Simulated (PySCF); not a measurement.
C$_{7}$H$_{6}$F$_{2}$O (SMILES COc1cccc(F)c1F)

The calculation's input:

```
{"job": {"kind": "nmr", "xc": "PBE0", "basis": "pcSseg-1"}, "charge": 0, "multiplicity": 1}
C     -2.683859    -0.301463    -0.156545
O     -1.693577     0.678988    -0.356186
C     -0.401269     0.345735    -0.139772
C      0.058629    -0.903089     0.266869
C      1.411583    -1.129529     0.458175
C      2.338783    -0.127516     0.251664
C      1.890650     1.118968    -0.153762
F      2.779537     2.105428    -0.360165
C      0.542192     1.361573    -0.349410
F      0.120932     2.575654    -0.743444
H     -2.546809    -1.151287    -0.832058
H     -2.695443    -0.652775     0.879665
H     -3.628499     0.189778    -0.381412
H     -0.638219    -1.707323     0.435447
H      1.743546    -2.106095     0.773583
H      3.394226    -0.288104     0.395939
```

Command:

```sh
OMP_NUM_THREADS=1 python probes_run.py task.json out
```

Geometry: GFN2-xTB.

These are results of PBE0/pcSseg-1, SCF density, gas phase, non-relativistic (PySCF), not measurements.

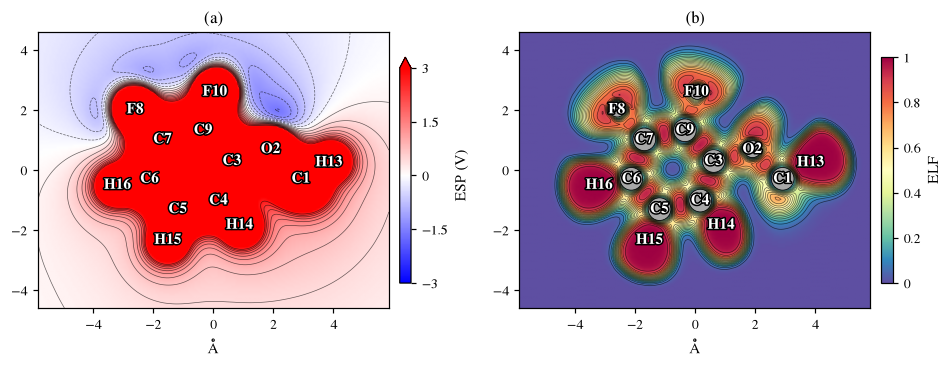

Figure 1. (a) electrostatic potential; (b) ELF on the plane of atoms C6, C7 and C9. Grey discs cover the atomic cores in the ELF map.

What do the fields say about this system?

Answer. The plane passes through C, O, F and H nuclei.
C–F (1.34 Å): the ELF peaks at about 0.85 between the atoms, as expected for a polar covalent bond.
C–O (1.35 Å): the ELF peaks at about 0.90 between the atoms (a polar covalent bond).
C–C (1.38 Å): the ELF peaks at about 0.95 between the atoms: localised, covalent bonding.
C–H (1.08 Å): the ELF climbs to about 1 towards the hydrogen, as it does in any bond to H: an ordinary covalent bond to hydrogen.
C–O (1.41 Å): the ELF peaks at about 0.90 between the atoms, as expected for a polar covalent bond.
The ELF also peaks beside O2, F8 and F10, away from the bonds: lone-pair regions.
Outside the dense part of the molecule the potential is most negative (−1.6 V) near O2.

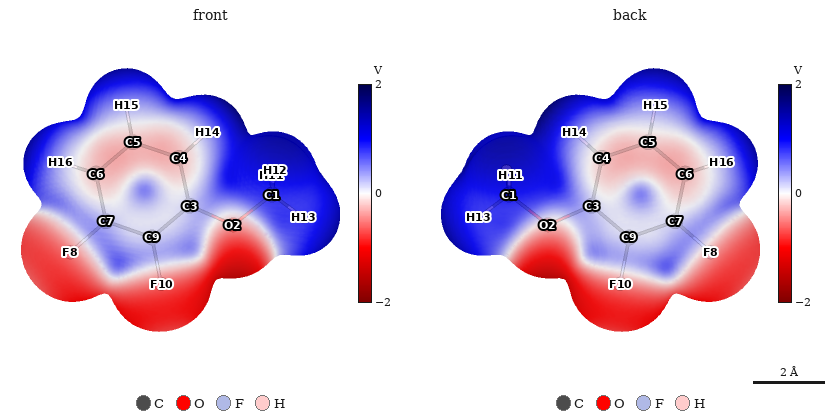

Figure 2. The molecular electrostatic potential painted on the density surface at 0.004 e/bohr³, seen from the front and from behind; the colour scale runs from red (negative) to blue (positive).

Describe the electrostatic potential map.

Answer. The most negative region (about −1.4 V, or −32 kcal/mol for a unit charge) lies over O2, the most positive (about +1.7 V, or +39 kcal/mol for a unit charge) over H14. O2 is the likeliest acceptor of a hydrogen bond.
